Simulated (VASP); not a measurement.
# CoSi2 with PBE + U: from relaxation to properties, part 7 of 8

Wanted: the relaxed cell of CoSi2 and its properties. The start is a cell from a database of measured crystal structures.

VASP 6.6.1, plane waves and PAW; the level of theory is named at each step.

Still holding for the runs below: This run allows spin, but its moments start at zero, where symmetry between the spins tends to hold them, although Co can carry a moment. Its electron count is odd, so without a moment it is a metal by construction. A U on the itinerant d states of such a compound is hard to justify; it moves the bands at the Fermi level.

So far. Step 9 (Bands along the symmetry lines (PBE + U)): Of the bands kept, 3 cross the Fermi level on this path. Step 10 (Total and projected DOS (PBE + U)): The finer mesh and the other smearing move the Fermi level by -0.16 eV from the 6×6×6 run, one measure of the sampling error in the zero of the bands above. Of the states within 0.3 eV of the Fermi level, the largest shares in the PAW spheres are Co d 38 %, Si p 16 % and Co p 13 %. The relaxed cell has a = 5.309 Å (conventional setting).

### Step 11. Zone-centre phonons (PBE + U)

Level of this step: PBE, DFT+U (Co d 4 eV), zero-moment start; plane waves and PAW (Co, Si) (VASP).

Zone-centre modes test whether the atoms sit at a minimum within this cell. IBRION = 6 takes the force constants from differences of forces between displaced cells, so the forces must be tight.

File INCAR:

```
SYSTEM = CoSi2
PREC = Accurate
ENCUT = 400
EDIFF = 1E-08
NELM = 100
ISMEAR = 1
SIGMA = 0.2
LREAL = .FALSE.
ALGO = Normal
GGA = PE
NBANDS = 16
ISPIN = 2
MAGMOM = 0 -0 -0
LDAU = .TRUE.
LDAUTYPE = 2
LDAUL = 2 -1
LDAUU = 4 0
LDAUJ = 0 0
LDAUPRINT = 1
LASPH = .TRUE.
LMAXMIX = 4
LORBIT = 11
LWAVE = .FALSE.
LCHARG = .FALSE.
KPAR = 8
IBRION = 6
NFREE = 2
POTIM = 0.015
ISIF = 2
NSW = 1
```

File POSCAR:

```
CoSi2
1.0
    0.0000000000      2.6544471679      2.6544471679
    2.6544471679      0.0000000000      2.6544471679
    2.6544471679      2.6544471679      0.0000000000
Co Si
1 2
Direct
    0.0000000000      0.0000000000      0.0000000000
    0.2500000000      0.2500000000      0.2500000000
    0.7500000000      0.7500000000      0.7500000000
```

File KPOINTS:

```
Automatic mesh
0
Gamma
13 13 13
0 0 0
```

PAW data sets: Co and Si (PBE family, release 64).

Started as:

```bash
mpirun -np 8 vasp_std
```

The log of the run:

```text
[... set-up lines as in an earlier step ...]
 entering main loop
       N       E                     dE             d eps       ncg     rms          rms(c)
DAV:   1     0.550449046847E+02    0.55045E+02   -0.57588E+03  5456   0.827E+02
DAV:   2    -0.140485015777E+02   -0.69093E+02   -0.61945E+02  6152   0.181E+02
DAV:   3    -0.165607398318E+02   -0.25122E+01   -0.24843E+01  6888   0.398E+01
DAV:   4    -0.165989786110E+02   -0.38239E-01   -0.38226E-01  6456   0.479E+00
DAV:   5    -0.166000191823E+02   -0.10406E-02   -0.10405E-02  6920   0.781E-01    0.132E+01
DAV:   6    -0.178962171923E+02   -0.12962E+01   -0.11187E+01  5864   0.695E+01    0.109E+01
DAV:   7    -0.158853167977E+02    0.20109E+01   -0.54333E+00  6800   0.558E+01    0.422E+00
DAV:   8    -0.158283023759E+02    0.57014E-01   -0.30426E-01  5928   0.421E+00    0.881E-01
DAV:   9    -0.158248660990E+02    0.34363E-02   -0.21910E-02  7416   0.254E+00    0.406E-01
DAV:  10    -0.158260540071E+02   -0.11879E-02   -0.43152E-03  6472   0.796E-01    0.212E-01
DAV:  11    -0.158259090448E+02    0.14496E-03   -0.44996E-04  7032   0.362E-01    0.407E-02
DAV:  12    -0.158259209678E+02   -0.11923E-04   -0.33279E-05  7064   0.515E-02    0.102E-02
DAV:  13    -0.158259209134E+02    0.54455E-07   -0.19560E-06  7400   0.129E-02    0.526E-03
DAV:  14    -0.158259210694E+02   -0.15607E-06   -0.20623E-07  6480   0.445E-03    0.232E-03
DAV:  15    -0.158259214943E+02   -0.42482E-06   -0.12537E-07  7680   0.635E-03    0.566E-04
DAV:  16    -0.158259215379E+02   -0.43653E-07   -0.13741E-08  3952   0.108E-03    0.354E-04
DAV:  17    -0.158259215333E+02    0.46459E-08   -0.13305E-09  3312   0.413E-04
   1 F= -.15825922E+02 E0= -.15825558E+02  d E =-.109182E-02  mag=     0.0000
 Found     2 degrees of freedom:
 Finite differences POTIM= 0.01500 DOF=   2
 bond charge predicted
       N       E                     dE             d eps       ncg     rms          rms(c)
DAV:   1    -0.158242404377E+02    0.16811E-02   -0.93124E-01 12544   0.579E+00    0.132E-01
DAV:   2    -0.158247865945E+02   -0.54616E-03   -0.89013E-03 14976   0.797E-01    0.932E-02
DAV:   3    -0.158247153939E+02    0.71201E-04   -0.47436E-04 16928   0.401E-01    0.893E-02
DAV:   4    -0.158246015083E+02    0.11389E-03   -0.29492E-04 16192   0.349E-01    0.229E-02
DAV:   5    -0.158245943865E+02    0.71218E-05   -0.31966E-05 18864   0.612E-02    0.422E-03
DAV:   6    -0.158245943749E+02    0.11618E-07   -0.10185E-06 17456   0.816E-03    0.213E-03
DAV:   7    -0.158245943899E+02   -0.15034E-07   -0.93484E-08 15568   0.193E-03    0.749E-04
DAV:   8    -0.158245943898E+02    0.10823E-09   -0.13698E-08  9208   0.151E-03
   2 F= -.15824594E+02 E0= -.15824232E+02  d E =-.108620E-02  mag=    -0.0000
[...]
3 F= -.15824594E+02 E0= -.15824232E+02  d E =-.108620E-02  mag=    -0.0000
[...]
4 F= -.15824973E+02 E0= -.15824621E+02  d E =-.105658E-02  mag=     0.0000
 Finite differences progress:
  Degree of freedom:   2/  2
  Displacement:        1/  2
  Total:               3/  4
 bond charge predicted
       N       E                     dE             d eps       ncg     rms          rms(c)
DAV:   1    -0.158246904601E+02    0.28253E-03   -0.10318E-01 22768   0.193E+00    0.165E-01
DAV:   2    -0.158250095494E+02   -0.31909E-03   -0.60675E-03 29104   0.604E-01    0.895E-02
DAV:   3    -0.158249595539E+02    0.49995E-04   -0.26367E-04 26800   0.138E-01    0.191E-02
DAV:   4    -0.158249689209E+02   -0.93670E-05   -0.49321E-05 27232   0.467E-02    0.168E-02
DAV:   5    -0.158249724120E+02   -0.34911E-05   -0.32535E-06 32312   0.253E-02    0.587E-03
DAV:   6    -0.158249732216E+02   -0.80961E-06   -0.29122E-06 28760   0.334E-02    0.550E-03
DAV:   7    -0.158249729581E+02    0.26349E-06   -0.10196E-06 27736   0.205E-02    0.150E-03
DAV:   8    -0.158249730591E+02   -0.10093E-06   -0.13428E-07 33280   0.480E-03    0.359E-04
DAV:   9    -0.158249730633E+02   -0.42298E-08   -0.76139E-09 13864   0.979E-04
   5 F= -.15824973E+02 E0= -.15824621E+02  d E =-.105659E-02  mag=     0.0000
 Finite differences progress:
  Degree of freedom:   2/  2
  Displacement:        2/  2
  Total:               4/  4
```

It took 1.8 min on 8 MPI ranks of Intel Xeon Platinum 8259CL at 2.50GHz (Skylake/Cascade Lake), shared host; peak memory 3.7 GiB.

Parts of OUTCAR (step 11):

```text
   k-points           NKPTS =     84   k-points in BZ     NKDIM =     84   number of bands    NBANDS=     16

   NELECT =      17.0000    total number of electrons

atom =   1  type =  1  l = 2

 onsite density matrix

spin component  1

  0.7494  0.0000 -0.0000  0.0016 -0.0000
  0.0000  0.7494 -0.0004 -0.0000  0.0006
 -0.0000 -0.0004  0.8406  0.0000 -0.0000
  0.0016 -0.0000  0.0000  0.7494  0.0000
 -0.0000  0.0006 -0.0000  0.0000  0.8406

spin component  2

  0.7494 -0.0000 -0.0000  0.0016 -0.0000
 -0.0000  0.7494 -0.0004  0.0000  0.0006
 -0.0000 -0.0004  0.8406  0.0000 -0.0000
  0.0016  0.0000  0.0000  0.7494  0.0000
 -0.0000  0.0006 -0.0000  0.0000  0.8406

 occupancies and eigenvectors

  o =  0.7479  v = -0.7071  0.0000 -0.0000  0.7071 -0.0000  0.0000  0.0000  0.0000  0.0000  0.0000      0.0000  0.0000  0.0000  0.0000  0.0000  0.0000  0.0000  0.0000  0.0000  0.0000
  o =  0.7479  v =  0.0000  0.0000  0.0000  0.0000  0.0000 -0.7071 -0.0000 -0.0000  0.7071  0.0000      0.0000  0.0000  0.0000  0.0000  0.0000  0.0000  0.0000  0.0000  0.0000  0.0000
  o =  0.7494  v =  0.0000  0.0000  0.0000  0.0000  0.0000 -0.0000  1.0000  0.0041 -0.0000 -0.0071      0.0000  0.0000  0.0000  0.0000  0.0000  0.0000  0.0000  0.0000  0.0000  0.0000
  o =  0.7494  v =  0.0000  1.0000  0.0041 -0.0000 -0.0071  0.0000  0.0000  0.0000  0.0000  0.0000      0.0000  0.0000  0.0000  0.0000  0.0000  0.0000  0.0000  0.0000  0.0000  0.0000
  o =  0.7510  v =  0.0000  0.0000  0.0000  0.0000  0.0000  0.7071  0.0000  0.0000  0.7071 -0.0000      0.0000  0.0000  0.0000  0.0000  0.0000  0.0000  0.0000  0.0000  0.0000  0.0000
  o =  0.7510  v = -0.7071  0.0000  0.0000 -0.7071  0.0000  0.0000  0.0000  0.0000  0.0000  0.0000      0.0000  0.0000  0.0000  0.0000  0.0000  0.0000  0.0000  0.0000  0.0000  0.0000
  o =  0.8406  v =  0.0000  0.0000  0.8660  0.0000  0.5000  0.0000  0.0000  0.0000  0.0000  0.0000      0.0000  0.0000  0.0000  0.0000  0.0000  0.0000  0.0000  0.0000  0.0000  0.0000
  o =  0.8406  v =  0.0000  0.0000  0.0000  0.0000  0.0000 -0.0000 -0.0000  0.8660  0.0000  0.5000      0.0000  0.0000  0.0000  0.0000  0.0000  0.0000  0.0000  0.0000  0.0000  0.0000
  o =  0.8406  v =  0.0000  0.0000  0.0000  0.0000  0.0000 -0.0000  0.0082 -0.5000  0.0000  0.8660      0.0000  0.0000  0.0000  0.0000  0.0000  0.0000  0.0000  0.0000  0.0000  0.0000
  o =  0.8406  v =  0.0000  0.0082 -0.5000  0.0000  0.8660  0.0000  0.0000  0.0000  0.0000  0.0000      0.0000  0.0000  0.0000  0.0000  0.0000  0.0000  0.0000  0.0000  0.0000  0.0000

 E-fermi :  10.2836

 spin component 1
 k-point     1 :       0.0000    0.0000    0.0000
  band No.  band energies     occupation
    ...
      2       5.9789      1.00000
      3       5.9907      1.00000
      4       6.0044      1.00000
      5       7.8597      1.00000
      6       7.8601      1.00000
      7      11.3903     -0.00000
      8      13.8080     -0.00000
      9      13.8108     -0.00000
     10      13.8109     -0.00000
     11      13.9520     -0.00000
    ...

 k-point     2 :       0.0769    0.0000    0.0000
  band No.  band energies     occupation
    ...
      2       5.7796      1.00000
      3       6.0217      1.00000
      4       6.0379      1.00000
      5       7.8352      1.00000
      6       7.8352      1.00000
      7      11.4097     -0.00000
      8      12.5658     -0.00000
      9      13.1733     -0.00000
     10      13.1982     -0.00000
     11      14.6465      0.00000
    ...

  Total        0.0091031      0.0065745      0.0065745      0.0000000      0.1384337      0.0000000
  in kB        0.3898959      0.2815922      0.2815922      0.0000000      5.9292533      0.0000000
  external PRESSURE =       0.3176934 kB  Pullay stress =       0.0000000 kB

 POSITION                                       TOTAL-FORCE (eV/Angst)
 -----------------------------------------------------------------------------------
      0.00000      0.00000      0.00000        -0.088341      0.000000      0.000000
[...]
FREE ENERGIE OF THE ION-ELECTRON SYSTEM (eV)
  ---------------------------------------------------
  free  energy   TOTEN  =       -15.8249730633 eV

  energy  without entropy=      -15.8239164758  energy(sigma->0) =      -15.82462087

 Eigenvectors and eigenvalues of the dynamical matrix
 ----------------------------------------------------

   1 f  =   10.007877 THz    62.881348 2PiTHz  333.826857 cm-1    41.389237 meV
             X         Y         Z           dx          dy          dz
      0.000000  0.000000  0.000000    -0.126399   -0.025850    0.686728
      1.327224  1.327224  1.327224     0.091505    0.018714   -0.497148
      3.981671  3.981671  3.981671     0.091505    0.018714   -0.497148

   2 f  =   10.007877 THz    62.881348 2PiTHz  333.826857 cm-1    41.389237 meV
             X         Y         Z           dx          dy          dz
      0.000000  0.000000  0.000000     0.667588    0.161063    0.128939
      1.327224  1.327224  1.327224    -0.483292   -0.116600   -0.093344
      3.981671  3.981671  3.981671    -0.483292   -0.116600   -0.093344

   3 f  =   10.007877 THz    62.881348 2PiTHz  333.826857 cm-1    41.389237 meV
             X         Y         Z           dx          dy          dz
      0.000000  0.000000  0.000000    -0.163064    0.679434   -0.004438
      1.327224  1.327224  1.327224     0.118048   -0.491868    0.003213
      3.981671  3.981671  3.981671     0.118048   -0.491868    0.003213

   4 f  =    9.774310 THz    61.413800 2PiTHz  326.035884 cm-1    40.423279 meV
             X         Y         Z           dx          dy          dz
      0.000000  0.000000  0.000000     0.000000    0.000000   -0.000000
      1.327224  1.327224  1.327224    -0.103613   -0.017296   -0.699260
      3.981671  3.981671  3.981671     0.103613    0.017296    0.699260

   5 f  =    9.774310 THz    61.413800 2PiTHz  326.035884 cm-1    40.423279 meV
             X         Y         Z           dx          dy          dz
      0.000000  0.000000  0.000000     0.000000   -0.000000    0.000000
      1.327224  1.327224  1.327224     0.686627   -0.137377   -0.098343
      3.981671  3.981671  3.981671    -0.686627    0.137377    0.098343

   6 f  =    9.774310 THz    61.413800 2PiTHz  326.035884 cm-1    40.423279 meV
             X         Y         Z           dx          dy          dz
      0.000000  0.000000  0.000000     0.000000    0.000000    0.000000
      1.327224  1.327224  1.327224     0.133447    0.693418   -0.036925
      3.981671  3.981671  3.981671    -0.133447   -0.693418    0.036925

   7 f/i=    0.002430 THz     0.015268 2PiTHz    0.081055 cm-1     0.010049 meV
             X         Y         Z           dx          dy          dz
      0.000000  0.000000  0.000000    -0.710561    0.082829    0.001598
      1.327224  1.327224  1.327224    -0.490761    0.057207    0.001104
      3.981671  3.981671  3.981671    -0.490761    0.057207    0.001104

   8 f/i=    0.002430 THz     0.015268 2PiTHz    0.081055 cm-1     0.010049 meV
             X         Y         Z           dx          dy          dz
      0.000000  0.000000  0.000000    -0.082607   -0.709438    0.040414
      1.327224  1.327224  1.327224    -0.057054   -0.489986    0.027913
      3.981671  3.981671  3.981671    -0.057054   -0.489986    0.027913

   9 f/i=    0.002430 THz     0.015268 2PiTHz    0.081055 cm-1     0.010049 meV
             X         Y         Z           dx          dy          dz
      0.000000  0.000000  0.000000    -0.006264   -0.039958   -0.714229
      1.327224  1.327224  1.327224    -0.004326   -0.027598   -0.493295
      3.981671  3.981671  3.981671    -0.004326   -0.027598   -0.493295

 ELASTIC MODULI CONTR FROM IONIC RELAXATION (kBar)
 Direction    XX          YY          ZZ          XY          YZ          ZX
 --------------------------------------------------------------------------------
 XX          -0.0000     -0.0000     -0.0000     -0.0000     -0.0000     -0.0000
 YY          -0.0000     -0.0000     -0.0000     -0.0000      0.0000      0.0000
 ZZ          -0.0000     -0.0000     -0.0000     -0.0000      0.0000     -0.0000
 XY          -0.0000     -0.0000     -0.0000   -664.5647      0.0000      0.0000
 YZ          -0.0000      0.0000      0.0000      0.0000   -664.5647     -0.0000
 ZX          -0.0000      0.0000     -0.0000     -0.0000     -0.0000   -664.5647
 --------------------------------------------------------------------------------

 magnetization (x)
# of ion       s       p       d       tot
------------------------------------------
    1        0.000   0.000   0.000   0.000
    2       -0.000   0.000   0.000   0.000
    3       -0.000   0.000   0.000   0.000
--------------------------------------------------
tot          0.000   0.000   0.000   0.000

[... 6 parts as in an earlier step ...]

[... 10 further parts left out ...]
```

CONTCAR:

```
CoSi2
   1.00000000000000
     0.0000000000000000    2.6544471678999999    2.6544471678999999
     2.6544471678999999    0.0000000000000000    2.6544471678999999
     2.6544471678999999    2.6544471678999999    0.0000000000000000
  Co              Si
     1     2
Direct
     0.0000000000000000    0.0000000000000000    0.0000000000000000
     0.2528254470801667    0.2471745529198333    0.2471745529198333
     0.7500000000000000    0.7500000000000000    0.7500000000000000
```

The last energy, forces, stress and levels in OUTCAR belong to the last displaced cell, not to the cell of POSCAR.

This step gave:

| Item | Value |
| --- | --- |
| bands | 16 |
| irreducible k-points | 84 |
| pressure of the cell | 0.01912 GPa |
| largest force of the cell | 0 eV/Å |

Modes at Γ, with each element's share of the kinetic energy:

| mode | frequency (cm⁻¹) | symmetry | Co % | Si % |
| --- | --- | --- | --- | --- |
| 1 | -0.1 | acoustic | 51 | 49 |
| 2 | -0.1 | acoustic | 51 | 49 |
| 3 | -0.1 | acoustic | 51 | 49 |
| 4 | 326.0 | T2g | 0 | 100 |
| 5 | 326.0 | T2g | 0 | 100 |
| 6 | 326.0 | T2g | 0 | 100 |
| 7 | 333.8 | T1u | 49 | 51 |
| 8 | 333.8 | T1u | 49 | 51 |
| 9 | 333.8 | T1u | 49 | 51 |

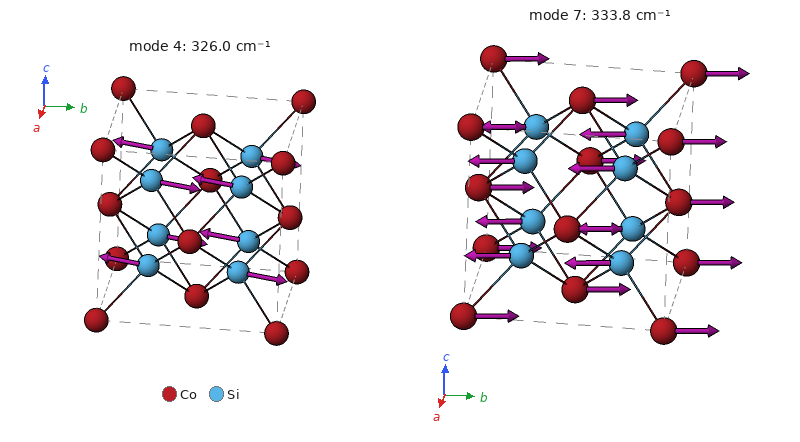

Displacement patterns of modes 4 and 7 at Γ; arrows are exaggerated. Some periodic images of atoms are drawn too.

The three acoustic modes lie within 0.1 cm⁻¹ of zero, and all others are real. By the characters of their eigenvectors the optical modes sort into (cm⁻¹) Raman active: T2g 326; infrared active: T1u 334. With a centre of inversion no mode is active in both.

(Continued in part 8 of 8.)

[Lines on the potential files, build, host, timing and source positions are cut from VASP's logs without a mark.]

[Logs are printed without paths, hosts, clocks, repeated set-up lines and the standing remarks that a program may print on its own settings, such as how far it seeks lower states.]

[Hosts, paths, dates, database ids (printed as entryN), source tags and the programs' standing remarks are cut or masked in the printed files.]

[A measured line is paired with the nearest computed mode of its activity, which favours agreement.]
